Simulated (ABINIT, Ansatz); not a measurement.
# CsH (F-43m): third-order response, part 3 of 3

Wanted: vibrational spectra of CsH (F-43m) from linear and non-linear response.

ABINIT 10.8.3; DFT LDA, scalar-relativistic, plane waves, PseudoDojo norm-conserving pseudopotentials.

So far. Step 5 (Zone-centre response): The acoustic modes at Γ come out as far as 0.1 cm⁻¹ from zero, where they should vanish, a small numerical error; the Born charges miss their sum rule by 5.3e-5 e, which is good. Step 6 (Zone-centre analysis): The rule moves no optical mode by more than 0.1 cm⁻¹.

The structure was built from a prototype and need not be the compound's stable phase.

**8. A second program**

The same cell, potentials and cutoff go through another code, on another k mesh. Its k mesh is centred on Γ.

This step: DFT LDA, scalar-relativistic, plane waves, PseudoDojo norm-conserving pseudopotentials (Ansatz 0.2.0).

File input.yaml:

```yaml
crystal:
  lattice:
    - [0.0, 3.3427421105, 3.3427421105]
    - [3.3427421105, 0.0, 3.3427421105]
    - [3.3427421105, 3.3427421105, 0.0]
  atoms:
    - { symbol: Cs, position: [0.0, 0.0, 0.0] }
    - { symbol: H, position: [0.25, 0.25, 0.25] }
kpoints:
  mp_grid: { grid: [6, 6, 6] }
hamiltonian:
  xc: lda
  pseudopotentials: { kind: nc, accuracy: standard }
scf:
  occupations: { method: fixed }
output:
  eigenvalues: true
basis:
  ecutwfc: 843.553
phonons:
  method: dfpt
  dielectric: true
  rigid_motions: translations
  raman: true
```

Run with:

```console
$ ansatz run input.yaml --threads 4 --pin off --max-ram 8192MiB --backend cpu --events-out ev --progress --plain --runs-dir out
```

Output:

```text
Warning: basis.ecutwfc = 843.553 eV is below the records' recommended 1006.821291 eV, and the density's cutoff is lower with it unless basis.ecutrho_ratio is high enough to keep the records' density cutoff: compare with a run at a higher cutoff
Engine: ansatz 0.2.0, aarch64-unknown-linux-gnu
Pseudopotentials: kind: nc
Pseudopotential: Cs, nc, valence charge 9, recommended cutoff 653.07327 eV (normal), Cs.nc.azcp (PseudoDojo's, or run here from an input of PseudoDojo's; its table is named by hamiltonian.pseudopotentials.accuracy)
Pseudopotential: H, nc, valence charge 1, recommended cutoff 1006.821291 eV (normal), H.nc.azcp (PseudoDojo's, or run here from an input of PseudoDojo's; its table is named by hamiltonian.pseudopotentials.accuracy)
Functional definition: SPW92
  exchange = slater_x
  correlation = pw_c
Crystal: 2 atoms, lattice volume = 74.703 Å³
Basis set: ecut = 843.553 eV, 4111 PW (Γ), exchange–correlation on 90×90×90 points (8 copies of the dense FFT grid, shifted against one another)
Bands: 9, of which v1, the nominal top of the filled ones, is band 5 counted from 1 (4 counted from 0)
Symmetry: 24 space group operations
k-points: 46 of 216 (irreducible under 4 space group operations, time reversal used)
Non-local potential: Cs, projectors of the file, l = 0: 2, l = 1: 2, l = 2: 2, l = 3: 2
Non-local potential: H, projectors of the file, l = 0: 2, l = 1: 1
Initial density: superposition of atomic densities (chi_scale 0.1, normalization cell, long waves kept (reshape's long-wave potential 0.00 eV rms))
Initial wavefunctions: pseudopotential atomic-orbital guess
Functional: x = slater, c = lda
SCF iter   1: F=—  HF=-654.303060 eV  |F-HF|=—  |Δ(HF+E_count)|=         —  Δρ=3.75e-2  dr2=1.85e0  ethr=3.10e-3  ⟨swp⟩=5.0  Hψ=2755  notcnv=0  defer=77
preconditioner: auto → none  [insulator: Δε(μ)=3.961 eV  Ē_g=11.048 eV  n_scr=14 (ndim 8)  ℏωp=12.2 eV  f_vac=0.000  ε∞_Penn≈2.2]
SCF iter   2: F=—  HF=-653.625569 eV  |F-HF|=—  |Δ(HF+E_count)|=   6.77e-1  Δρ=5.91e-3  dr2=5.14e-2  ethr=3.10e-3  ⟨swp⟩=2.5  Hψ=984  notcnv=0  defer=82
SCF iter   3: F=—  HF=-653.624957 eV  |F-HF|=—  |Δ(HF+E_count)|=   6.13e-4  Δρ=3.13e-3  dr2=6.01e-3  ethr=5.14e-4  ⟨swp⟩=1.9  Hψ=826  notcnv=0  defer=82
SCF iter   4: F=—  HF=-653.627382 eV  |F-HF|=—  |Δ(HF+E_count)|=   2.43e-3  Δρ=4.93e-4  dr2=2.51e-4  ethr=6.01e-5  ⟨swp⟩=2.6  Hψ=628  notcnv=0  defer=82
SCF iter   5: F=—  HF=-653.627337 eV  |F-HF|=—  |Δ(HF+E_count)|=   4.57e-5  Δρ=9.35e-5  dr2=4.64e-6  ethr=2.51e-6  ⟨swp⟩=2.0  Hψ=707  notcnv=0  defer=85
SCF iter   6: F=—  HF=-653.627334 eV  |F-HF|=—  |Δ(HF+E_count)|=   2.36e-6  Δρ=1.33e-5  dr2=1.88e-7  ethr=4.64e-8  ⟨swp⟩=2.4  Hψ=651  notcnv=0  defer=82
SCF iter   7: F=—  HF=-653.627317 eV  |F-HF|=—  |Δ(HF+E_count)|=   1.67e-5  Δρ=3.17e-6  dr2=6.14e-9  ethr=1.88e-9  ⟨swp⟩=2.5  Hψ=547  notcnv=0  defer=81
SCF iter   8: F=—  HF=-653.627317 eV  |F-HF|=—  |Δ(HF+E_count)|=   1.93e-9  Δρ=4.67e-7  dr2=1.21e-10  ethr=6.14e-11  ⟨swp⟩=2.0  Hψ=620  notcnv=0  defer=81
SCF iter   9: F=-653.627317 eV  HF=-653.627317 eV  |F-HF|=2.50e-12  |Δ(HF+E_count)|=  1.92e-11  Δρ=6.75e-8  dr2=3.96e-12  ethr=1.00e-12  ⟨swp⟩=13.5  Hψ=4591  notcnv=0
SCF 1 converged in 9 iterations: F = -653.627317 eV  dr2 = 3.96e-12
NSCF: frozen V_eff on 2 k-points
DFPT response loops at Γ: preconditioner auto → none (the input reference at scf.mixing.eps_inf says where Resta's filter doesn't serve); β = 0.50; Broyden in place of MSR1
── the response to a field inside a basis, on 6×6×6 k-points: an SCF that follows is theirs, and a resumed run solves both again ──
Bands: 6, of which v1, the nominal top of the filled ones, is band 5 counted from 1 (4 counted from 0)
k-points: 28 of 216 (irreducible under 6 space group operations, time reversal used)
Initial density: handed on by an earlier stage of this run
Initial wavefunctions: pseudopotential atomic-orbital guess (no wavefunctions were taken with the density)
Eigensolver: Dense (28 Hₖ)
SCF iter   1: F=—  HF=-653.627021 eV  |F-HF|=—  |Δ(HF+E_count)|=         —  Δρ=1.17e-4  dr2=1.42e-6  ethr=1.00e-1
preconditioner: auto → none  [insulator: Δε(μ)=2.530 eV  Ē_g=9.124 eV  n_scr=14 (ndim 8)  ℏωp=12.2 eV  f_vac=0.116  ε∞_Penn≈2.8]
SCF iter   2: F=—  HF=-653.627022 eV  |F-HF|=—  |Δ(HF+E_count)|=   9.84e-7  Δρ=5.74e-5  dr2=3.28e-7  ethr=1.42e-8
SCF iter   3: F=—  HF=-653.627023 eV  |F-HF|=—  |Δ(HF+E_count)|=   3.59e-7  Δρ=4.39e-6  dr2=7.46e-9  ethr=3.28e-9
SCF iter   4: F=-653.627023 eV  HF=-653.627023 eV  |F-HF|=5.57e-12  |Δ(HF+E_count)|=   1.32e-9  Δρ=2.53e-7  dr2=2.40e-11  ethr=7.46e-11
SCF 1 converged in 4 iterations: F = -653.627023 eV  dr2 = 2.40e-11
DFPT response loops at Γ: mixed as the last ones told, above
DFPT response loops at Γ: mixed as the last ones told, above
SCF converged after 9 iterations
Free energy (F): -653.627317 eV
Harris-Foulkes:  -653.627317 eV  (|F-HF|=2.50e-12)
Internal energy: -653.627317 eV  (E = F + TS)
E sigma→0 (E₀):  -653.627317 eV
Fermi energy:    1.986346 eV
--- Per-component energies (eV) ---
  E_band       = -69.976810
  E_kinetic    = 154.688912
  E_local      = -387.783549  (includes V_loc(G=0)·N_el)
  E_nonlocal   = 89.977978
  E_hartree    = 105.818661
  E_xc         = -195.901394
  E_vxc        = -138.497478  (∫ρ·V_xc dr)
  E_ewald      = -420.427927
  E_smearing   = -0.000000  (= −TS)
  E_closure    = -0.000000  (closes the sum)
  Σ components = -653.627317   (vs F -653.627317, Δ=0.00e0)
--- Band table (eV; the first three rows and the last of 46) ---
  k-point 0: bands = ["-19.0937", "-5.6173", "-5.6173", "-5.6173", "0.6427", "6.0992", "6.9925", "6.9925", "6.9925"]
  k-point 1: bands = ["-19.0820", "-5.7909", "-5.6358", "-5.6358", "0.9567", "5.3360", "7.1595", "7.1595", "8.1243"]
  k-point 2: bands = ["-19.0584", "-6.1025", "-5.6723", "-5.6723", "1.4444", "5.2024", "7.0572", "7.0572", "8.4227"]
  k-point 45: bands = ["-19.0349", "-6.1143", "-5.9390", "-5.7739", "1.9331", "5.3970", "5.8305", "7.4840", "8.9699"]
--- Phonons (Γ-DFPT): 2 representative perturbations + reference, on 46 of 216 k-points (Σ response iterations 7) ---
  k mesh reduced under 4 symmetry operations, with k and −k counted as one. Each operation leaves every solved perturbation unchanged. A smaller set is not considered because the run solves the response to a homogeneous field
  ASR residual: 2.680e-5 → 0.000e0 eV/Å²; symmetrization residual: 1.894e-7 eV/Å²
  ASR residual per site (eV/Å²): 2.68e-5 2.13e-5
  Γ frequencies (cm⁻¹): 0.00 0.00 0.00 541.50 541.50 541.50
  ε∞ (high-frequency dielectric tensor):
        2.871300     0.000000    -0.000000
        0.000000     2.871300    -0.000000
       -0.000000    -0.000000     2.871300
  ε⁰ (static dielectric tensor: ions relaxed, cell fixed):
        5.068060     0.000000    -0.000000
        0.000000     5.068060    -0.000000
       -0.000000    -0.000000     5.068060
  ε⁰ − ε∞ (ionic part):
        2.196760     0.000000     0.000000
        0.000000     2.196760     0.000000
        0.000000     0.000000     2.196760
  softest optical mode at Γ: 541.50 cm⁻¹; the repairs (sum rule, projections) moved no ω² at Γ by more than (2.46 cm⁻¹)²
  Born effective charges Z* (e; rows j = field, columns β = displacement):
    site 0:
         0.98909   -0.00000    0.00000
         0.00000    0.98909    0.00000
        -0.00000   -0.00000    0.98909
    site 1:
        -0.98909    0.00000   -0.00000
        -0.00000   -0.98909   -0.00000
         0.00000    0.00000   -0.98909
  Z* charge neutrality: 1.597e-4 e pre-enforcement
  solved inside a basis spanned on kpoints, on 6×6×6 k-points: ε∞ is read to err by 5.8e-3, Z* by 9.5e-3 e (field_mesh: kpoints solves on kpoints); Z* is corrected for what the basis lacks
  Raman tensors (in the event stream and the table raman_tensors.tsv): an entry may err by 1.9e-3 Å², one of the second-order susceptibility by 3.0e-2 pm/V (basis, points and sum rule); their sum over the sites missed zero by 3.110e-5 Å² ahead of its enforcement
  optical modes at Γ without the LO–TO term, one row a degenerate level:
      ω (cm⁻¹)  modes    IR ((D/Å)²/amu)  static Raman (Å⁴/amu)  depolarisation
        541.50      3            67.6827               623.6743           0.750
  optical modes at Γ + LO–TO along q̂ = [1.0000, 0.0000, 0.0000]:
      ω (cm⁻¹)  modes    IR ((D/Å)²/amu)  static Raman (Å⁴/amu)  depolarisation
        541.50      2            45.1218               415.7828           0.750
        719.41      1            22.5609                68.8953           0.750
  optical modes at Γ + LO–TO along q̂ = [0.0000, 1.0000, 0.0000]:
      ω (cm⁻¹)  modes    IR ((D/Å)²/amu)  static Raman (Å⁴/amu)  depolarisation
        541.50      2            45.1218               415.7828           0.750
        719.41      1            22.5609                68.8953           0.750
  optical modes at Γ + LO–TO along q̂ = [0.0000, 0.0000, 1.0000]:
      ω (cm⁻¹)  modes    IR ((D/Å)²/amu)  static Raman (Å⁴/amu)  depolarisation
        541.50      2            45.1218               415.7828           0.750
        719.41      1            22.5609                68.8953           0.750
```

The job ended after 53 s (4 threads of Arm Neoverse V2, shared host; peak memory 0.99 GiB).

Numbers from this step:

* sum-rule residual before enforcement: 2.68e-5 eV/Å²
* miss of the charge sum rule: 1.60e-4 e
* estimated error of the dielectric tensor: 0.005750
* estimated error of the Born charges: 0.009481 e

Transverse modes. Lines of the infrared spectrum (strongest = 100):

| position (cm⁻¹) | label | IR intensity ((D/Å)²/amu), degenerate modes summed, relative |
| --- | --- | --- |
| 542 | T2 | 100 |

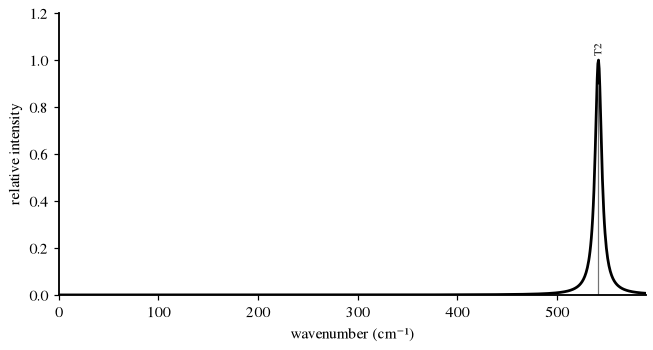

The infrared spectrum, broadened with Lorentzians of width 8 cm⁻¹; bars mark the lines.

Activity x (w_L - w)^4 (n + 1)/w, 532 nm, 300 K. Raman lines, with heights relative to the strongest:

```csv
position (cm⁻¹),label,"Stokes intensity, strongest 100"
542,T2,100
```

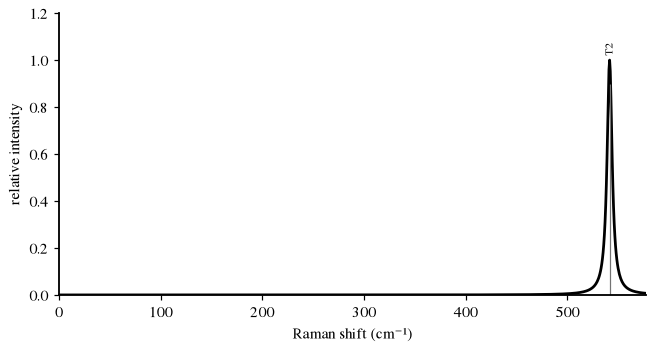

The Raman spectrum, broadened with Lorentzians of width 6 cm⁻¹; bars mark the lines.

**9. The two compared: ABINIT PseudoDojo and Ansatz, PseudoDojo**

Numbers from this step:

```
root-mean-square difference : 0.03 cm⁻¹
largest difference          : 0.03 cm⁻¹
```

Frequencies side by side, by row:

| q (reciprocal lattice) | mode | ABINIT PseudoDojo (cm⁻¹) | Ansatz, PseudoDojo (cm⁻¹) |
| --- | --- | --- | --- |
| 0 0 0 | 1 | 0 | 0 |
| 0 0 0 | 2 | 0 | 0 |
| 0 0 0 | 3 | 0 | 0 |
| 0 0 0 | 4 | 541.5 | 541.5 |
| 0 0 0 | 5 | 541.5 | 541.5 |
| 0 0 0 | 6 | 541.5 | 541.5 |

The two runs side by side. Further quantities:

```csv
quantity,ABINIT PseudoDojo,"Ansatz, PseudoDojo"
mean ε∞,2.871,2.871
"largest Born charge in size (e; the first before, the second after the charge sum rule)",0.989,0.989
summed IR intensity ((D/Å)²/amu),67.68,67.68
summed Raman activity (Å⁴/amu),545.7,623.7
```

At the zone centre the largest difference (acoustic modes at Γ apart) is 0.006 % of the highest mode; the summed Raman activity differs by 13 %.

**10. Outcome**

```
space group after relaxation                                           : F-43m
volume per atom                                                        : 37.4 Å³
highest optical zone-centre mode (no LO-TO term)                       : 541.5 cm⁻¹
highest mode moved by the LO-TO term                                   : 719.4 cm⁻¹
mean high-frequency dielectric constant                                : 2.87
largest Born charge in size (third of the trace)                       : 0.989 e
mean static dielectric constant                                        : 5.07
imaginary optical modes at the zone centre (no q mesh in this session) : none
largest difference from Ansatz, PseudoDojo                             : 0.03 cm⁻¹
```

What this shows: The largest Raman activity of CsH (F-43m) lies at 542 cm⁻¹ and the strongest infrared line at 542 cm⁻¹ (transverse modes). At the LDA level the optical modes of CsH (F-43m) at the zone centre (no LO-TO term) lie at 542 cm⁻¹. Along the directions run, the highest mode that the macroscopic field moves lies at 719 cm⁻¹. Lattice motion raises the mean dielectric constant from 2.871 to 5.068. The Raman intensities rest on static tensors of the transverse modes; green light lies near or above this gap, where resonance changes them. The Lyddane-Sachs-Teller relation holds: (ωLO/ωTO)² is 1.76 and ε₀/ε∞ is 1.76. ABINIT PseudoDojo and Ansatz, PseudoDojo agree to 0.03 cm⁻¹ (0.006 % of the highest mode compared) on all solved modes but the acoustic ones at Γ, without the LO-TO term. These are harmonic frequencies at zero temperature: anharmonic shifts and linewidths and thermal expansion are left out. Spin-orbit coupling is left out, which can matter for the heavy elements here. Ansatz warns that the cutoff lies 16 % under the one recommended for these files; agreement at one cutoff is not convergence. The structure is a hypothetical one, built on a prototype.

[Host names and launcher messages were left out of these logs when they were recorded.]

[Logs are printed without paths, hosts, clocks, repeated set-up lines and the standing remarks that a program may print on its own settings, such as how far it seeks lower states.]

[Hosts, paths, dates, database ids (printed as entryN), source tags and the programs' standing remarks are cut or masked in the printed files.]
